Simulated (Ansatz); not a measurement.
Cl3HHfO···HCl

```xyz
8

Hf   -0.5203   -0.1582   -0.5214
Cl   -0.1595    1.1295    2.9463
Cl    1.6655   -0.8098    0.0356
Cl   -0.7045    2.1247   -1.0370
Cl   -1.0888   -1.3142   -2.4741
O    -1.8840   -0.7264    0.8569
H    -2.7424   -1.1798    0.7976
H    -1.1794    0.3045    2.6736
```

Core potentials replace the inner electrons of Hf; not at a stationary point (largest force 1.5 eV/Å).

Method: Ansatz 0.2.0, RKS PBE-D4/def2-SVP.

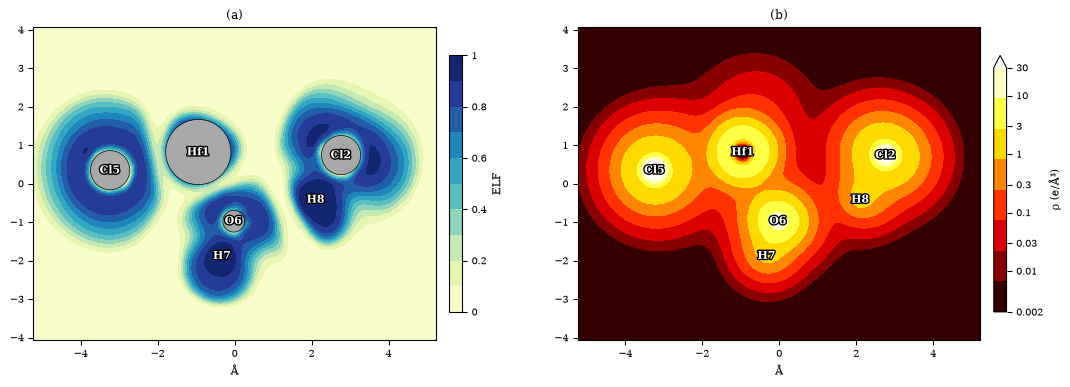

Figure 1. (a) ELF; (b) electron density on the plane of atoms Cl5, Hf1 and O6. Grey discs cover the atomic cores in the ELF map.

> What does the map show?

The section cuts through Hf, Cl, O and H sites. O6···H8 (2.20 Å): the density falls to about 0.11 e/Å³ on the way; the ELF dips to about 0.10 between them. Hf–O (2.02 Å): ρ is about 0.73 e/Å³ halfway; the ELF peaks at about 0.85 in the valence shell of O, 0.6 Å from its nucleus, and drops to about 0.20 between the two atoms. Hf–Cl (2.34 Å): ρ is about 0.59 e/Å³ halfway; the ELF peaks at about 0.85 in the valence shell of Cl, 0.8 Å from its nucleus, and is about 0.35 at the midpoint. O–H (0.97 Å): ρ at the midpoint is about 3.6 e/Å³; the ELF climbs to about 1 towards the hydrogen, as it does in any bond to H; a covalent bond by its length. Cl–H (1.34 Å): ρ is about 1.8 e/Å³ halfway; the ELF climbs to about 1 towards the hydrogen. The ELF also peaks beside Cl2, away from the bonds: lone-pair regions.

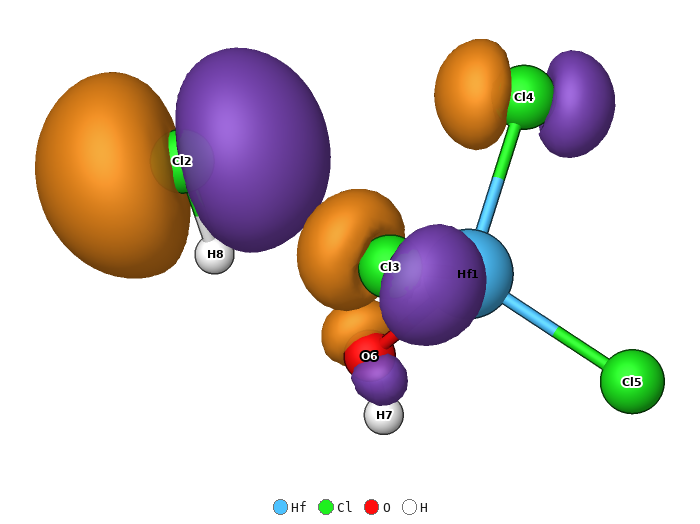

Figure 2. The HOMO−1 at ±0.1 Å⁻³ᐟ² (orange and purple are the two phases), seen at an oblique angle.

> Where does this orbital lie, and at what energy?

It lies mainly on Cl2 (about 75 %), Cl3 (about 10 %) and Cl4 (about 5 %); largely a lone pair of Cl2. Its energy is −7.74 eV.
